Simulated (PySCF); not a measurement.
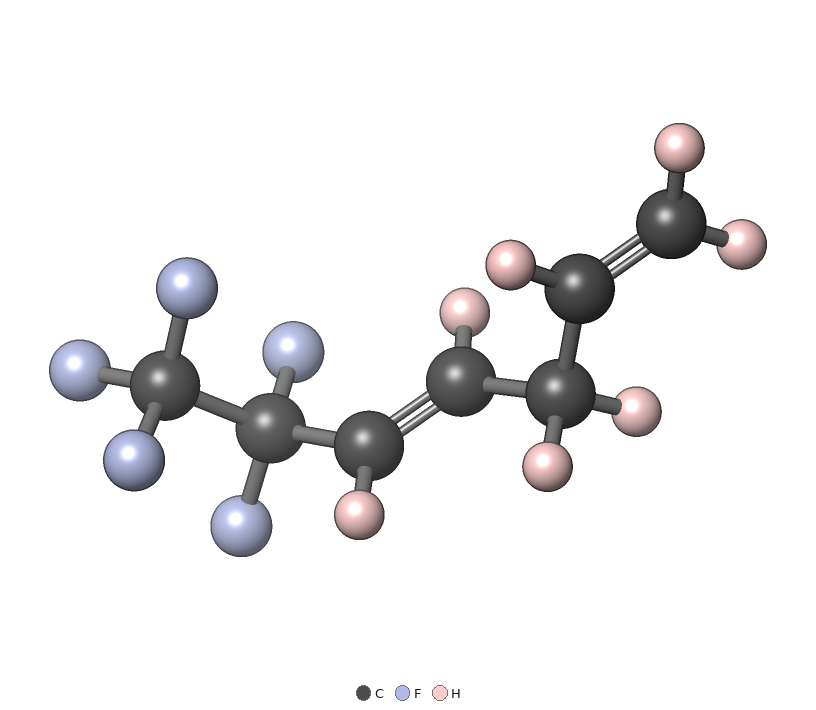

The picture shows a molecular structure as a ball-and-stick model. Multiple sticks mark multiple bonds (one Kekulé form).

Computed geometry: PBE0-D3(BJ)/def2-SVP optimisation. No frequency run is at hand to confirm it as a minimum.

Describe the molecule.

The molecule is C₇H₇F₅. Its SMILES string is `C=CC/C=C/C(F)(F)C(F)(F)F`. It has no ring. Among its groups: alkene, C–F bond. The point group is C1. Coordination: 4 C trigonal planar; 3 C tetrahedral.

More results for the same structure follow; atom numbers are the same in all pictures, views and colours differ.

Bond orders

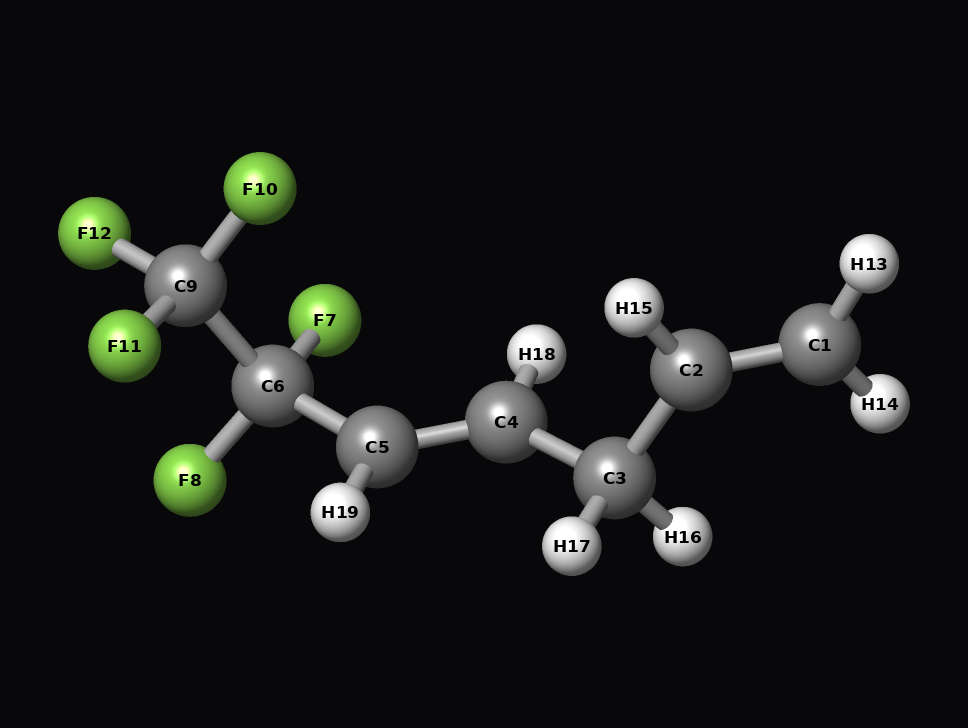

Every bond is drawn as one stick. No frequency run is at hand to confirm it as a minimum. Method: PBE0/pcSseg-1 (PySCF 2.14.0).

> Which bond between heavy atoms has the highest Mayer bond order?

C1–C2, 1.98, at a length of 1.333 Å.

List the Mayer bond orders of C1–C2, C2–C3, C3–C4, C4–C5, C5–C6, C6–F7, C6–F8, C6–C9, C9–F10, C9–F11, C9–F12 (bonds between heavy atoms, one of each equivalent set).

| bond | Mayer order | length (Å) |
| --- | --- | --- |
| C1–C2 | 1.98 | 1.333 |
| C2–C3 | 1.02 | 1.502 |
| C3–C4 | 1.03 | 1.496 |
| C4–C5 | 1.83 | 1.333 |
| C5–C6 | 1.00 | 1.492 |
| C6–F7 | 0.96 | 1.348 |
| C6–F8 | 0.94 | 1.352 |
| C6–C9 | 0.91 | 1.543 |
| C9–F10 | 1.02 | 1.329 |
| C9–F11 | 1.01 | 1.331 |
| C9–F12 | 1.03 | 1.324 |

Excitation

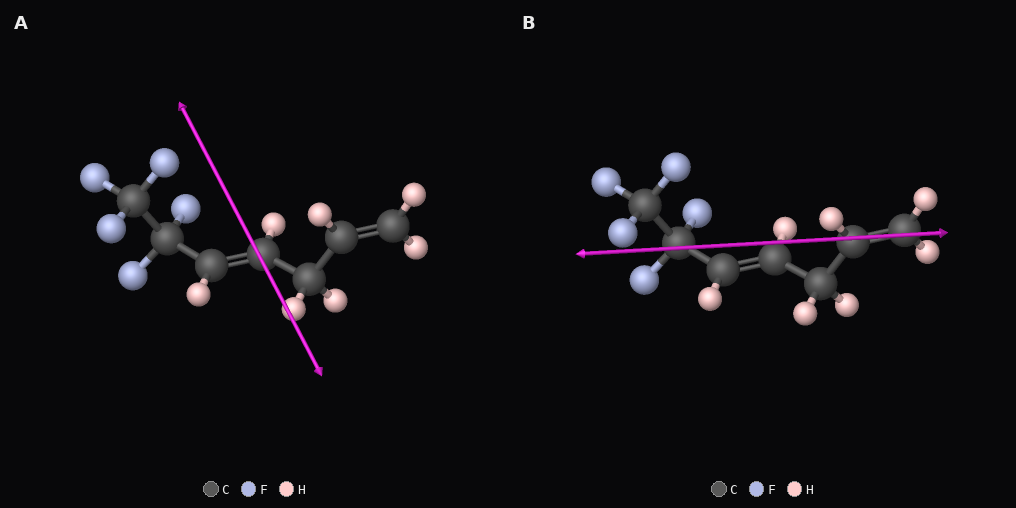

The double arrows show the directions of two transition dipoles from the ground state (lengths mean nothing). No frequency run is at hand to confirm it as a minimum. Method: TDDFT PBE0/def2-SVPD, vertical, gas phase, core orbitals frozen in the response (PySCF 2.14.0).

> One belongs to singlet state 4 and one to singlet state 7. Which is which?

A: state 4, 7.63 eV (163 nm), oscillator strength 0.045, of mixed character, with the largest part HOMO → LUMO+1 (weight 0.46).
B: state 7, 7.91 eV (157 nm), oscillator strength 0.016, of mixed character, with the largest part HOMO → LUMO+3 (weight 0.48).

NMR shielding

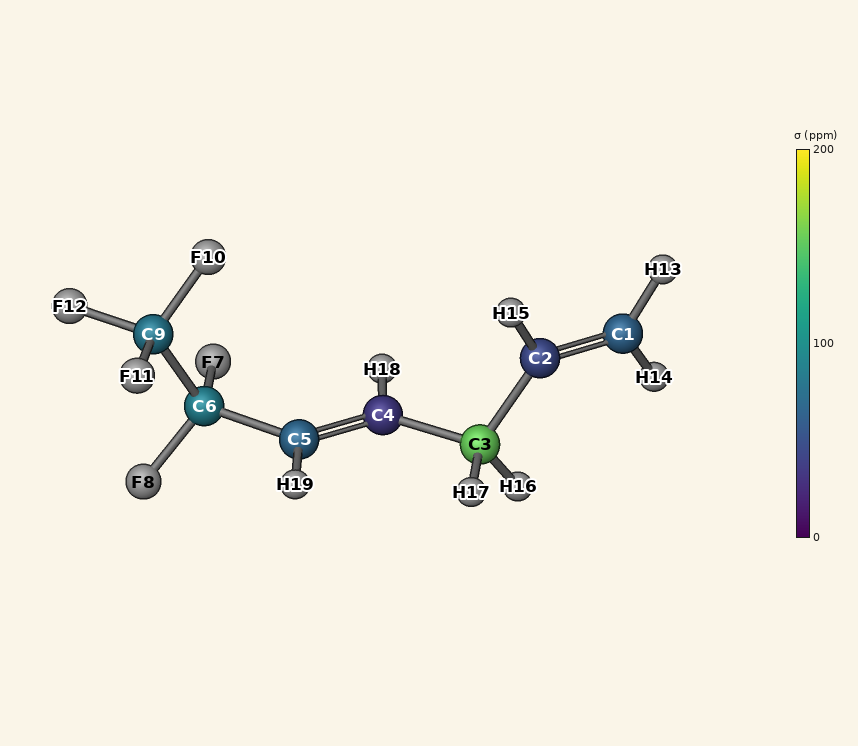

Atoms are coloured by their isotropic NMR shieldings (C only, the others grey). No frequency run is at hand to confirm it as a minimum. Method: GIAO HF/pcSseg-2 NMR shielding, non-relativistic, gas phase (PySCF 2.14.0).

> Which C atom is the most shielded (lowest chemical shift)?

C3 (154.5 ppm).

> Which C atom is the least shielded (highest chemical shift)?

C4 (34.6 ppm).

> How wide is the range of C shifts?

119.9 ppm.

Give the isotropic NMR shieldings of the C atoms atom by atom.

```
atom  σ (ppm)
  C1     64.8
  C2     44.8
  C3    154.5
  C4     34.6
  C5     67.2
  C6     86.5
  C9     80.2
```
